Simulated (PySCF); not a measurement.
SMILES [O-]c1ccccc1 (charge -1) at its GFN2-xTB optimised geometry (Å):

```
12

O      1.4791    -2.2410     0.0000
C      0.7937    -1.1822     0.0000
C     -0.6385    -1.1822     0.0000
C     -1.3759    -0.0248     0.0000
C     -0.7628     1.2225     0.0000
C      0.6263     1.2712     0.0000
C      1.3802     0.1245     0.0000
H     -1.1409    -2.1448     0.0000
H     -2.4642    -0.0810     0.0000
H     -1.3525     2.1336     0.0000
H      1.1231     2.2410     0.0000
H      2.4642     0.1885     0.0000
```

Computed with PBE/def2-TZVPD run with PySCF. Cells within 0.4 Å of a nucleus heavier than hydrogen are left out (blank, or x).

Map of the Laplacian of the electron density (e/bohr⁵), clipped to [-1.50, 1.50] on the plane z = 0.0 Å:

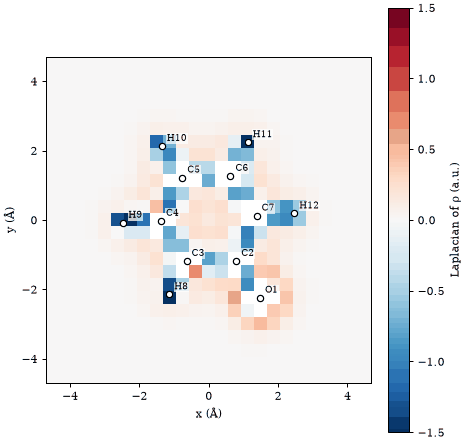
Fig. 1. Laplacian of the electron density (e/bohr⁵), clipped to [-1.50, 1.50] on the plane z = 0.0 Å.
